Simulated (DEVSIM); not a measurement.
Device: Ti/HfO2/n-Ge capacitor, at 300 K.

```csv
layer (left to right),material,thickness (nm),Nd (cm⁻³)
1,HfO2,2.50,-
2,Ge,16000,1.3e14
```

Metal gate on the left, work function 4.33 eV. Fixed charge at the semiconductor interface 0 cm⁻² (in units of +e); no interface traps.

The device is made up for the run: typed textbook-type constants, with dimensions and the other settings drawn at random. Values at 300 K.

```csv
parameter,HfO2,Ge
gap (eV),5.7,0.664
affinity (eV),2.5,4
permittivity,22,16
Nc (cm⁻³),-,1.04e19
Nv (cm⁻³),-,6e18
```

Model (solved in DEVSIM): 1D Poisson equation in equilibrium, Boltzmann statistics, complete ionisation; no quantum confinement or tunnelling. Metal contacts follow the ideal Schottky-Mott rule: no Fermi-level pinning, no interface dipoles.

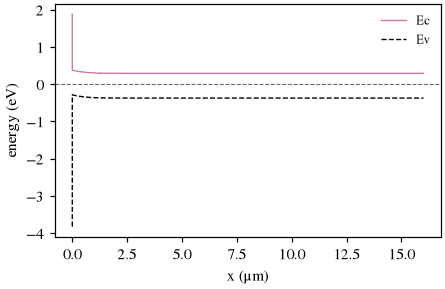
Band edges at -0.05 V on the gate

Energies count from the Fermi level of the right contact; mesh points crowd at the junctions.

| x (μm) | Ec (eV) | Ev (eV) | n (cm⁻³) | p (cm⁻³) | field (V/cm) |
|---|---|---|---|---|---|
| 0.000 | 1.880 | -3.820 | < 1e2 | < 1e2 | -1100 |
| 0.001017 | 1.880 | -3.820 | < 1e2 | < 1e2 | -1100 |
| 0.002073 | 1.880 | -3.820 | < 1e2 | < 1e2 | -1100 |
| 0.003205 | 0.380 | -0.284 | 4.4e12 | 1.0e14 | -1600 |
| 0.007244 | 0.379 | -0.285 | 4.5e12 | 9.8e13 | -1500 |
| 0.01512 | 0.378 | -0.286 | 4.7e12 | 9.3e13 | -1500 |
| 0.03460 | 0.375 | -0.289 | 5.2e12 | 8.3e13 | -1500 |
| 0.1066 | 0.365 | -0.299 | 7.7e12 | 5.6e13 | -1300 |
| 0.2471 | 0.348 | -0.316 | 1.5e13 | 3.0e13 | -1100 |
| 0.5748 | 0.321 | -0.343 | 4.2e13 | 1.0e13 | -620 |
| 1.386 | 0.296 | -0.368 | 1.1e14 | 3.9e12 | -110 |
| 4.384 | 0.291 | -0.373 | 1.3e14 | 3.3e12 | ≈ 0 |
| 9.693 | 0.291 | -0.373 | 1.3e14 | 3.3e12 | ≈ 0 |
| 13.30 | 0.291 | -0.373 | 1.3e14 | 3.3e12 | ≈ 0 |
| 15.15 | 0.291 | -0.373 | 1.3e14 | 3.3e12 | ≈ 0 |
| 15.65 | 0.291 | -0.373 | 1.3e14 | 3.3e12 | ≈ 0 |
| 15.85 | 0.291 | -0.373 | 1.3e14 | 3.3e12 | ≈ 0 |
| 15.94 | 0.291 | -0.373 | 1.3e14 | 3.3e12 | ≈ 0 |
| 15.98 | 0.291 | -0.373 | 1.3e14 | 3.3e12 | ≈ 0 |
| 15.99 | 0.291 | -0.373 | 1.3e14 | 3.3e12 | ≈ 0 |
| 16.00 | 0.291 | -0.373 | 1.3e14 | 3.3e12 | ≈ 0 |
| 16.00 | 0.291 | -0.373 | 1.3e14 | 3.3e12 | ≈ 0 |
